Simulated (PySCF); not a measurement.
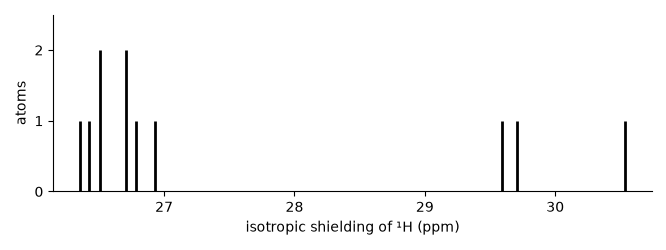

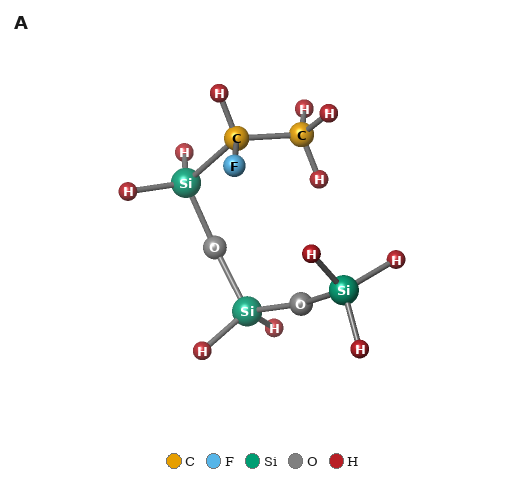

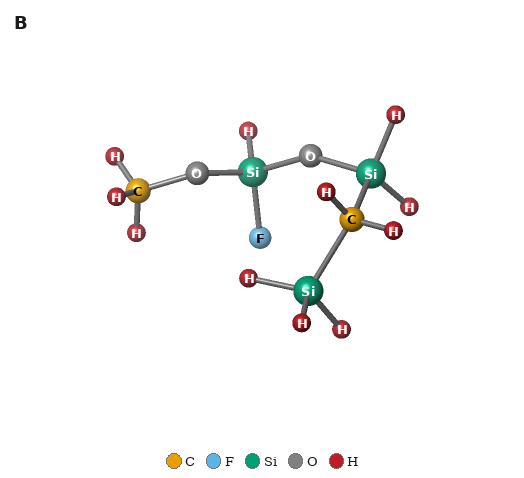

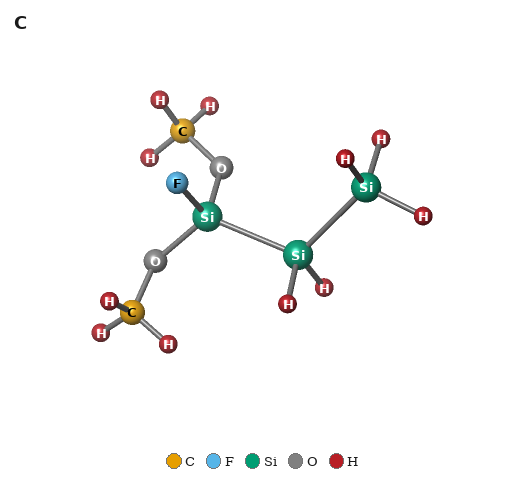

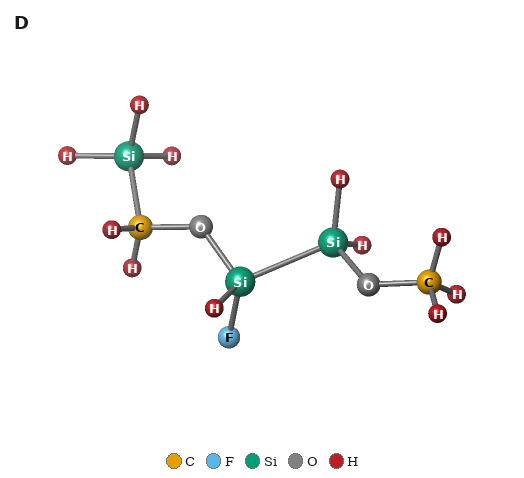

The sticks are computed shieldings of one of the molecules, for one fixed geometry (GFN2-xTB) without averaging over rotations. Low shielding means a high chemical shift. Method: GIAO PBE0/pcSseg-1 NMR shielding, non-relativistic, gas phase (PySCF 2.14.0).

Match the spectrum to a structure.

Answer. A, `C[C@H](F)[SiH2]O[SiH2]O[SiH3]`. Its 11 H atoms give lines at 26.36, 26.42, 26.51 (2 atoms), 26.71 (2 atoms), 26.79, 26.93, 29.59, 29.70, 30.53 ppm.

The geometry is semi-empirical. Around Si such bond lengths and angles can be off by a tenth of an ångström or more and by several degrees, and values that hang on the shape move with them.
